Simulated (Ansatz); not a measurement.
# CHBCl: the cost of one run

Program: Ansatz 0.2.0. Level of theory: UKS PBE-D4/def2-SVP. These are calculated values, not measurements.

### 1 Starting point

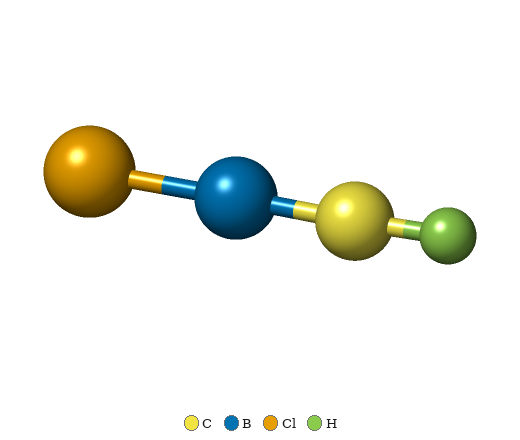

The starting structure, seen from a chosen angle (carbon yellow, boron blue, chlorine amber, hydrogen green).

Structure file:

```xyz
4

C    -0.4612    0.5397   -0.4190
B     0.2935   -0.3465    0.2593
Cl    1.2333   -1.4400    1.0768
H    -1.0656    1.2468   -0.9171
```

### 2 Relaxing the start

Contents of input.yaml:

```yaml
crystal:
  periodic: [false, false, false]
  atoms:
    - { symbol: C, position_ang: [-0.46117, 0.53967, -0.41898] }
    - { symbol: B, position_ang: [0.29346, -0.34647, 0.25931] }
    - { symbol: Cl, position_ang: [1.23335, -1.44004, 1.07676] }
    - { symbol: H, position_ang: [-1.06564, 1.24684, -0.91709] }
magnetization:
  spin_polarized: true
  initial_magnetization: 1
basis:
  gaussian: { orbitals: def2-SVP }
hamiltonian:
  xc: pbe
  dispersion: d4
relax:
  f_tol: 0.02
  max_steps: 40
```

Run with:

```sh
$ ansatz run input.yaml --threads 1 --pin off --max-ram 2048MiB --backend cpu --events-out ev --progress --plain --runs-dir out
```

**Question.** How long does this run take on 1 thread of Arm Neoverse V1, shared host, and how much memory does it need?

About 96 s, with a peak of 0.13 GiB.
